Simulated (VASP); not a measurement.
Band structure of Pd (fcc). Calculation: MS2 meta-GGA, VASP's PBE PAW potentials (set 64) (plane waves; VASP 6.6.1).

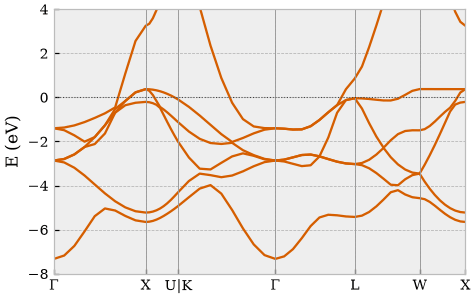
*Bands along high-symmetry lines, zero at the valence-band maximum or, without a gap, the Fermi level*

Read the plot: is there a gap, and where are the band edges?

It has no gap at this level: it comes out as a metal or semimetal.

The compound is Pd in the fcc structure. It was relaxed first.
